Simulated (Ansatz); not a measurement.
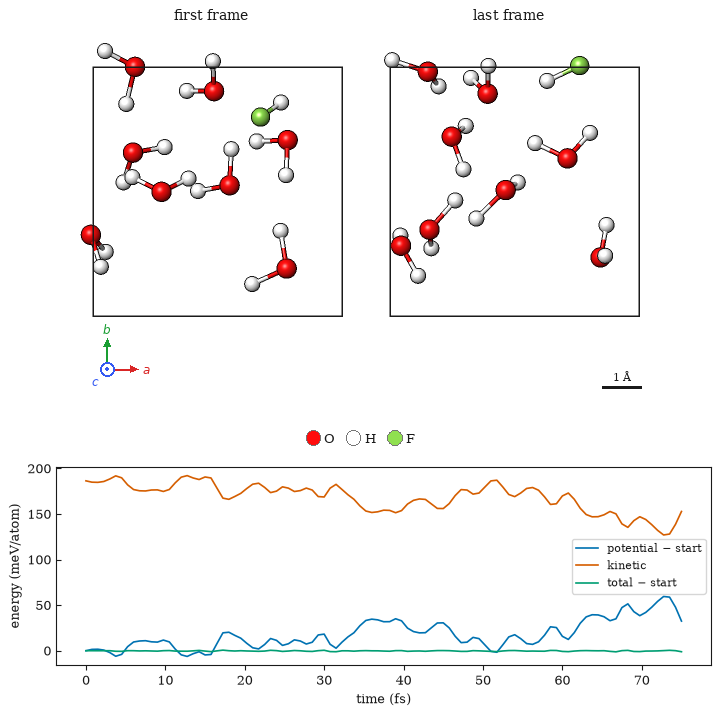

Molecular dynamics of a periodic cell with 8 H2O + 1 HF at 0.995 g/cm³, 75 fs long. It starts from the last geometry of an earlier run, with fresh velocities. A ball-and-stick model of the simulation cell, seen along the c axis.

These are results of DFT r2SCAN, scalar-relativistic, plane waves, PAW (Ansatz), not measurements. Settings: plane-wave cutoff 500 eV; k-point mesh 1 × 1 × 1; Fermi-Dirac smearing 0.05 eV; low-accuracy preset; constant energy (NVE); velocities drawn for 1500 K; time step 0.75 fs.

**How well is the energy conserved, and can the run be trusted?**

The total energy stays between −1.2 and 0.64 meV per atom of its start. A straight-line fit has a slope that amounts to −0.14 meV per atom over 75 fs (under 0.1 % of the mean kinetic energy), and the ripple about it is 2.5 % of the kinetic energy's fluctuation. With a drift under 2 % and a ripple under 7 %, the integration is accurate. The mean temperature in the second half is 1283 K (standard deviation 121 K). The potential energy is still drifting at the end, so the run hasn't reached equilibrium. The potential energy in the second half lies on average 26.7 meV per atom above the first frame.

Limits of the set-up: the program's low-accuracy preset was used; the periodic images lie only 6.5 Å apart, so the values are limited by the cell's size.

Cost: 34 min on 1 thread of Arm Neoverse N1 (shared host), peak memory 0.63 GiB.
